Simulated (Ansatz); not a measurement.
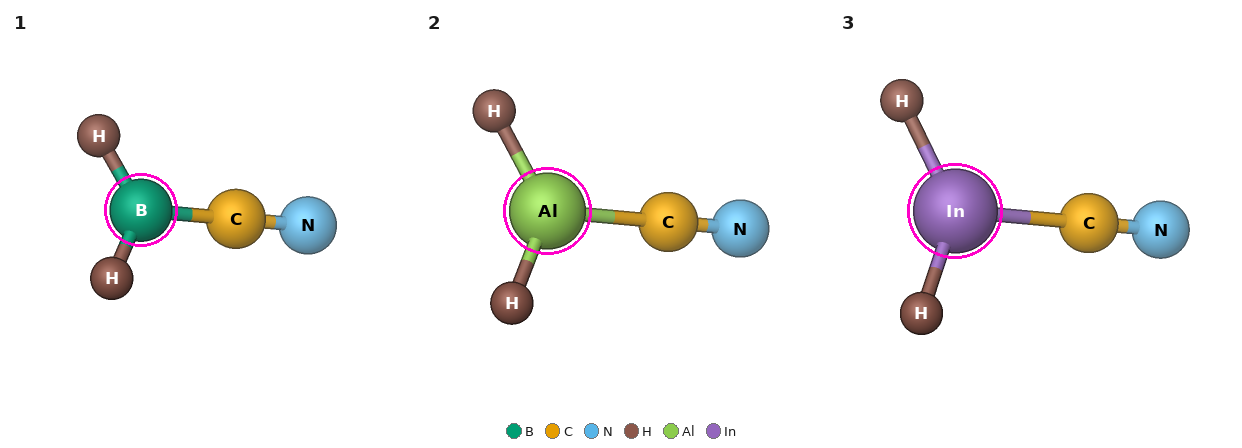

3 molecules with one skeleton, seen from the same side and at one scale; the atom that differs is circled. Charge 0, singlet. Computed geometries: PBE0-D4/def2-TZVP optimisations, one conformation each. Properties computed with Ansatz 0.2.0. Elements past Kr carry core potentials.

One atom differs, called X below: B in panel 1, Al in panel 2, In in panel 3. Their formulas are CH2BN (`BC#N`), CH2AlN (`N#[C][AlH2]`), CH2InN (`N#[C][InH2]`).

Rank them by the HOMO energy (Kohn–Sham orbital), lowest first (CAM-B3LYP-D4/def2-TZVPP).

1 (B), 2 (Al), 3 (In).

Rank them by the dipole moment, lowest first (B3LYP-D4/def2-TZVPP).

1 (B), 2 (Al), 3 (In).

Give the values. With PBE0-D4/def2-TZVP: length of X–C (Å), mean length of X–H (Å), angle H–X–H (°). With CAM-B3LYP-D4/def2-TZVPP: HOMO energy (Kohn–Sham orbital) (eV), HOMO–LUMO gap (eV). With B3LYP-D4/def2-TZVPP: dipole moment (D), vertical ionisation energy (eV).

| quantity | 1 (B) | 2 (Al) | 3 (In) |
| --- | --- | --- | --- |
| length of X–C (Å) | 1.522 | 1.938 | 2.136 |
| mean length of X–H (Å) | 1.189 | 1.572 | 1.704 |
| angle H–X–H (°) | 122.2 | 126.1 | 131.3 |
| HOMO energy (Kohn–Sham orbital) (eV) | −11.17 | −10.67 | −10.39 |
| HOMO–LUMO gap (eV) | 8.95 | 9.03 | 8.57 |
| dipole moment (D) | 2.72 | 3.39 | 4.42 |
| vertical ionisation energy (eV) | 12.34 | 11.51 | 11.14 |
